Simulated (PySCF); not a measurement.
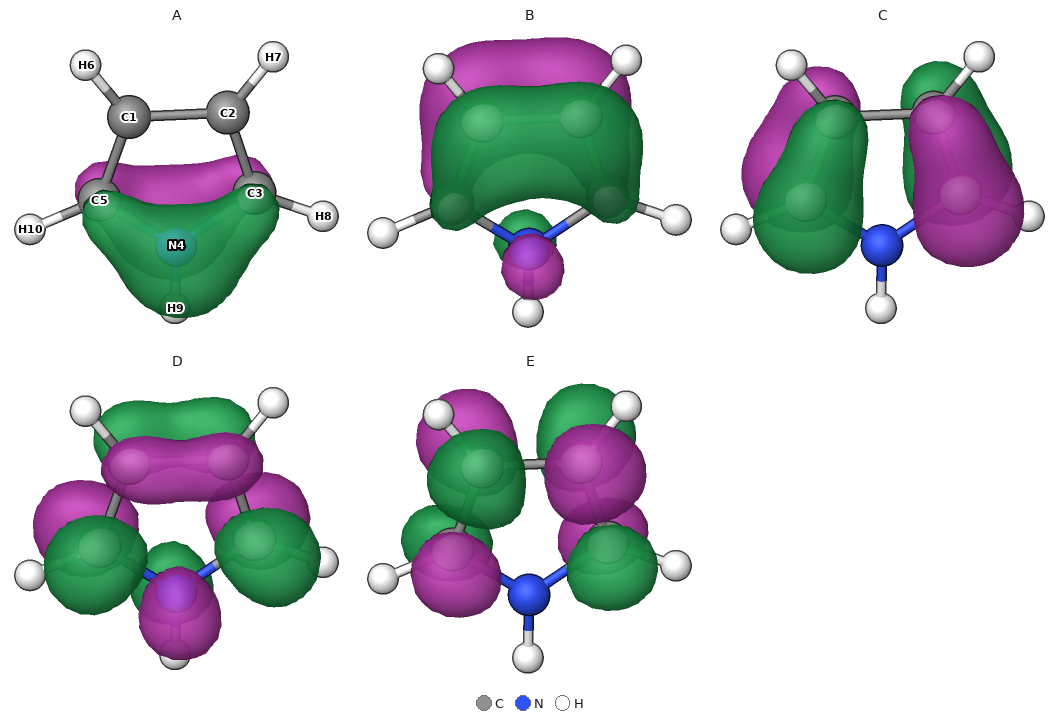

Figure 1: C4H5N, SMILES `c1cc[nH]c1`. Natural orbitals of the π active space, CASSCF(6,5), singlet state, in order of falling occupation.

Computed with PySCF, 6-31+G* basis, geometry: GFN2-xTB. No frequency check shows the geometry to be a minimum.

Coordinates in Å:

```
C1      -0.9747   -0.7067    0.0000
C2      -0.9778    0.7025    0.0000
C3       0.3275    1.1091    0.0000
N4       1.1154    0.0023    0.0000
C5       0.3323   -1.1076    0.0000
H6      -1.8360   -1.3450    0.0000
H7      -1.8418    1.3371    0.0000
H8       0.7482    2.0954    0.0000
H9       2.1214    0.0045    0.0000
H10      0.7574   -2.0920    0.0000
```

### What are the natural occupation numbers?

A 1.99, B 1.95, C 1.93, D 0.08, E 0.06.

### How multiconfigurational is the state?

The leading determinant weighs 0.94; the effective number of unpaired electrons, Σ n²(2−n)², is 0.06; the most occupied of the weakly occupied orbitals holds 0.08 e, as in an ordinary closed-shell π system. The active space lowers the energy by 1.31 eV against Hartree–Fock.

### Where does the lowest triplet lie relative to the singlet, at this geometry and within this active space?

4.93 eV above it by strongly contracted NEVPT2 (+4.43 eV by CASSCF); a small basis tends to put such gaps a few tenths of an eV too high. This is a vertical energy for π states alone; a state that uses lone pairs or σ orbitals may lie lower.
